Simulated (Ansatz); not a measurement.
Consider WSe2 (P6_3/mmc).

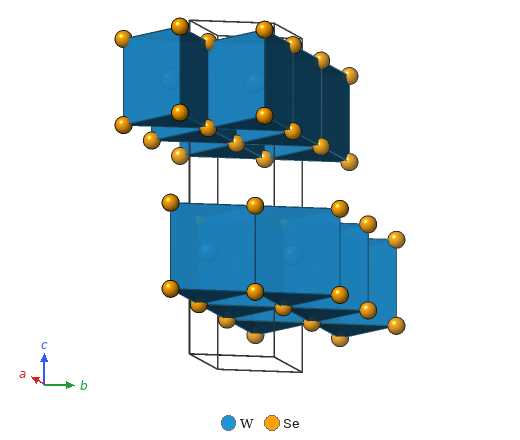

The structure (tungsten blue, selenium orange). 3×2×1 cells are drawn. Some periodic images of atoms are drawn too.

The database entry behind the starting cell differs from later determinations by our own check (a about 0.2 % long), so it need not match the best structure at ambient conditions.

It takes space group P6_3/mmc (No. 194, hexagonal). Conventional cell: a = 3.290 Å, b = 3.290 Å, c = 12.970 Å, α = 90.00°, β = 90.00°, γ = 120.00°. Nearest to W lie 6 Se at 2.53 Å. Se has 3 W at 2.53 Å nearest. Farther neighbours and most contacts between anions are not listed.

```cif
data_structure
_symmetry_space_group_name_H-M 'P 1'
_symmetry_Int_Tables_number 1
_cell_length_a 3.2900
_cell_length_b 3.2900
_cell_length_c 12.9700
_cell_angle_alpha 90.000
_cell_angle_beta 90.000
_cell_angle_gamma 120.000
_cell_volume 121.58
loop_
_atom_site_label
_atom_site_type_symbol
_atom_site_fract_x
_atom_site_fract_y
_atom_site_fract_z
_atom_site_occupancy
W1 W 0.33333 0.66667 0.25000 1
W2 W 0.66667 0.33333 0.75000 1
Se3 Se 0.33333 0.66667 0.62100 1
Se4 Se 0.66667 0.33333 0.12100 1
Se5 Se 0.33333 0.66667 0.87900 1
Se6 Se 0.66667 0.33333 0.37900 1
```

The cell and positions come from the Crystallography Open Database and are kept as given unless a step says otherwise. Spin-orbit coupling is left out unless a run names it. PAW set soft_2, made with PBE.

Gaps computed with Ansatz 0.2.0 without a self-energy: LDA 0.92 eV, PBEsol 0.94 eV, PBE 0.97 eV, HSE06 1.45 eV and PBE0 2.09 eV. The mean ε∞ by PBE perturbation theory is 12.62.

**Question.** What gap should G0W0 on PBE give (6×6×2 mesh, 780 empty bands, screening to 200 eV, default PAW files)?

About 1.30 eV: on its mesh the run moves the gap from 0.98 eV by +0.32 eV. Among the scalar-relativistic levels given, HSE06 is nearest (+0.15 eV). One-shot corrections scale roughly with one over ε∞, here 0.08. Bands and cutoff are finite, so the gap is not at the basis limit. The miss can reach some tenths of an eV and take either sign; the mesh is an error of its own. The 6×6×2 mesh is coarse for this cell (its supercell is 20 Å along the shortest edge). The RPA ε∞ on it, from the PBE start, is 7.12 and 15.25; such meshes misread the long-range screening, most where the gap is narrow. The many-body steps are scalar-relativistic: spin-orbit coupling is not in them.

[Paths, hosts, dates, memory and timing lines, banners, echoed tables and standing remarks are left out of the program output.]

[Logs are printed without paths, hosts, clocks, repeated set-up lines and the standing remarks that a program may print on its own settings, such as how far it seeks lower states.]

[Runs of the session that timed out or met a known fault of the program may be left out.]

[Cells called generated may have been cut or substituted from an entry of the Crystallography Open Database or the Materials Project.]

[Hosts, paths, dates, database ids (printed as entryN), source tags and the programs' standing remarks are cut or masked in the printed files.]
